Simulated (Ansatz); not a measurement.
# One shape, several levels: BPH6 (SMILES [BH3-][PH3+])

Wanted: a comparison of 6 runs (HF/3-21G, B3LYP/6-31G*, B2PLYP/def2-SVPD, BHLYP/def2-SVPD, HSE06/def2-SVPD, RPA@PBE/def2-SVPD) of BPH6. 

The results are computed with Ansatz 0.2.0.

48 further runs of the same task are left out: 48 set aside as unsound or not needed.

**1. The molecule**

BPH6: 8 atoms, total charge 0, spin state singlet. SMILES: `[BH3-][PH3+]`. The B1–H5 distance was set to 1.572 Å, away from the relaxed value.

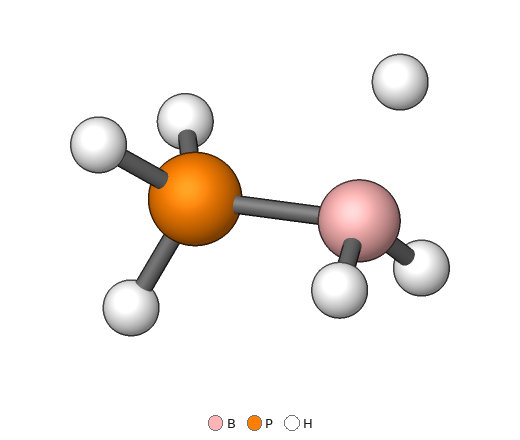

The structure, seen from a chosen angle (boron pink, phosphorus orange, hydrogen white).

**2. The energy at HF/3-21G (run 1)**

Contents of job.yaml:

```yaml
crystal:
  periodic: [false, false, false]
  atoms:
    - {symbol: B, position_ang: [-0.706277, -0.080894, -0.795232]}
    - {symbol: P, position_ang: [0.283723, -0.489694, 0.786468]}
    - {symbol: H, position_ang: [-1.843577, 0.035006, -0.401332]}
    - {symbol: H, position_ang: [-0.517977, -1.038294, -1.509232]}
    - {symbol: H, position_ang: [-0.055500, 1.254200, -1.309900]}
    - {symbol: H, position_ang: [0.268623, 0.447606, 1.837568]}
    - {symbol: H, position_ang: [1.672923, -0.688394, 0.665868]}
    - {symbol: H, position_ang: [-0.060977, -1.653294, 1.501368]}
basis:
  gaussian:
    orbitals: 3-21G.json
output:
  orbitals: {seedname: orbitals}
accuracy: high
hamiltonian:
  xc: hf
```

The basis set 3-21G is read from a file made from the Basis Set Exchange's data (not shown).

On the command line:

```sh
$ ansatz run job.yaml --threads 1 --pin off --max-ram 3480MiB --events-out events.jsonl --progress --plain --runs-dir runs
```

Log:

```text
Warning: RAYON_NUM_THREADS=1 ignored (pool sized by the plan → 1); use --threads N
Functional definition: HF
  name "HF"
  exchange = exact_x
  correlation = 0
781 factors; integrals over basis functions are off by at most 5.4e-9 eV
mean field evaluation 1: about -9983.1608 eV, gradient 1.6e1 eV
mean field evaluation 2: about -9983.1477 eV, gradient 1.6e1 eV
mean field evaluation 4: about -9984.2519 eV, gradient 1.2e0 eV
mean field evaluation 8: about -9984.2582 eV, gradient 2.6e-4 eV
mean field -9984.25820785 eV, -366.9147215652 hartree, gradient 2.3e-8 eV, S^2 0.000000; 0 other end points of the search recorded, 0 dependent functions left out
reference -9984.25820785 eV, -366.9147215652 hartree; 13, 13 occupied and 21, 21 virtual orbitals, 781 factors
Total energy: -9984.25820785 eV, -366.9147215652 hartree
```

It took 0.42 s on 1 thread of Intel Xeon Platinum 8259CL at 2.50GHz (Skylake/Cascade Lake), shared host.

**3. A single-point energy at B3LYP/6-31G(d) (Cartesian functions) (run 2)**

Contents of run.yaml:

```yaml
crystal:
  periodic: [false, false, false]
  atoms:
    - {symbol: B, position_ang: [-0.706277, -0.080894, -0.795232]}
    - {symbol: P, position_ang: [0.283723, -0.489694, 0.786468]}
    - {symbol: H, position_ang: [-1.843577, 0.035006, -0.401332]}
    - {symbol: H, position_ang: [-0.517977, -1.038294, -1.509232]}
    - {symbol: H, position_ang: [-0.055500, 1.254200, -1.309900]}
    - {symbol: H, position_ang: [0.268623, 0.447606, 1.837568]}
    - {symbol: H, position_ang: [1.672923, -0.688394, 0.665868]}
    - {symbol: H, position_ang: [-0.060977, -1.653294, 1.501368]}
basis:
  gaussian:
    orbitals: "6-31G*"
hamiltonian:
  xc: {name: B3LYP}
accuracy: high
output: {orbitals: {seedname: orbitals}}
```

On the command line:

```sh
$ ansatz run run.yaml --threads 1 --pin off --max-ram 3480MiB --events-out events.jsonl --progress --plain --runs-dir runs
```

Log:

```text
Warning: RAYON_NUM_THREADS=1 ignored (pool sized by the plan → 1); use --threads N
Functional definition: B3LYP
  name "B3LYP"
  parameter a0 = 0.2
  parameter ax = 0.72
  parameter ac = 0.81
  exchange = (1 - a0 - ax)*slater_x + ax*b88_x + a0*exact_x
  correlation = (1 - ac)*vwn_rpa_c + ac*lyp_c
1044 factors; integrals over basis functions are off by at most 4.1e-9 eV
mean field evaluation 1: about -10059.6337 eV, gradient 2.3e1 eV
mean field evaluation 2: about -10059.4266 eV, gradient 2.4e1 eV
mean field evaluation 4: about -10061.5734 eV, gradient 3.3e-1 eV
mean field evaluation 8: about -10061.5662 eV, gradient 3.3e-3 eV
mean field evaluation 16: about -10061.5662 eV, gradient 2.4e-8 eV
mean field -10061.56617835 eV, -369.7557370797 hartree, gradient 2.8e-8 eV, S^2 0.000000; 0 other end points of the search recorded, 0 dependent functions left out
reference -10061.56621515 eV, -369.7557384321 hartree; 13, 13 occupied and 33, 33 virtual orbitals, 1044 factors
Total energy: -10061.56621515 eV, -369.7557384321 hartree
```

Run time: 3.3 s. Hardware: 1 thread of Intel Xeon Platinum 8259CL at 2.50GHz (Skylake/Cascade Lake), shared host; peak memory 0.14 GiB.

Runs 3 to 5 aren't shown in full; the table further down has their settings and results.

**4. A single-point energy at RPA@PBE/def2-SVPD (run 6)**

Contents of input.yaml:

```yaml
crystal:
  periodic: [false, false, false]
  atoms:
    - {symbol: B, position_ang: [-0.706277, -0.080894, -0.795232]}
    - {symbol: P, position_ang: [0.283723, -0.489694, 0.786468]}
    - {symbol: H, position_ang: [-1.843577, 0.035006, -0.401332]}
    - {symbol: H, position_ang: [-0.517977, -1.038294, -1.509232]}
    - {symbol: H, position_ang: [-0.055500, 1.254200, -1.309900]}
    - {symbol: H, position_ang: [0.268623, 0.447606, 1.837568]}
    - {symbol: H, position_ang: [1.672923, -0.688394, 0.665868]}
    - {symbol: H, position_ang: [-0.060977, -1.653294, 1.501368]}
basis:
  gaussian:
    orbitals: def2-SVPD
accuracy: high
hamiltonian:
  xc: {name: PBE}
correlation:
  method: rpa
  frozen_orbitals: {B: 1, H: 0, P: 5}
```

On the command line:

```sh
$ ansatz run input.yaml --threads 1 --pin off --max-ram 3480MiB --events-out events.jsonl --progress --plain --runs-dir runs
```

Log:

```text
Warning: RAYON_NUM_THREADS=1 ignored (pool sized by the plan → 1); use --threads N
Functional definition: PBE
  name "PBE"
  parameter kappa = 0.804
  parameter beta = 0.06672455060314922
  exchange = pbe_x(kappa = kappa, mu = beta*pi^2/3)
  correlation = pbe_c(beta = beta)
1872 factors; integrals over basis functions are off by at most 3.5e-9 eV
mean field evaluation 1: about -10048.0693 eV, gradient 3.3e1 eV
mean field evaluation 2: about -10048.0673 eV, gradient 3.3e1 eV
mean field evaluation 4: about -10052.0950 eV, gradient 4.3e0 eV
mean field evaluation 8: about -10052.1746 eV, gradient 7.1e-2 eV
mean field evaluation 16: about -10052.1746 eV, gradient 9.3e-7 eV
mean field -10052.17461006 eV, -369.4106033110 hartree, gradient 7.3e-8 eV, S^2 0.000000; 0 other end points of the search recorded, 0 dependent functions left out
6 core orbitals not correlated: weight in the atoms' cores, before any rotation towards them, 1.000 or more for the frozen orbitals, at most 0.000 for the correlated occupied ones
reference -10032.87762337 eV, -368.7014521303 hartree; 7, 7 occupied and 79, 79 virtual orbitals, 1872 factors
Total energy: -10046.74264459 eV, -369.2109822620 hartree
```

Run time: 15 s. Hardware: 1 thread of Intel Xeon Platinum 8259CL at 2.50GHz (Skylake/Cascade Lake), shared host; peak memory 0.29 GiB.

**5. The series**

```csv
run,level,Cartesian functions,frozen core orbitals,energy (Eh),HOMO energy (eV),LUMO energy (eV),HOMO–LUMO gap (eV),wall time
1,HF/3-21G,no,–,-366.914722,-10.32,4.24,14.56,0.42 s
2,B3LYP/6-31G* (Cartesian functions),yes,–,-369.755738,-7.31,0.42,7.73,3.3 s
3,B2PLYP/def2-SVPD,no,6,-369.447887,-8.75,0.82,9.57,11 s
4,BHLYP/def2-SVPD,no,–,-369.603345,-8.80,0.60,9.40,7.5 s
5,HSE06/def2-SVPD,no,–,-369.445586,-7.33,-0.30,7.03,7.5 s
6,RPA@PBE/def2-SVPD,no,6,-369.210982,–,–,–,15 s
```

**6. What came out**

```
                               quantity          value
                    run 6: total energy  -369.21098 Eh
run 6: RPA correlation energy (valence)     -509.5 mEh
```

**Reading.** Over runs 1, 2, 3, 4, 5 the HOMO–LUMO gap runs from 7.03 eV (HSE06/def2-SVPD) to 14.56 eV (HF/3-21G). The two ends differ in method and basis. Totals of different functionals can't be ranked against each other. All runs together took 45 s, the longest 15 s.
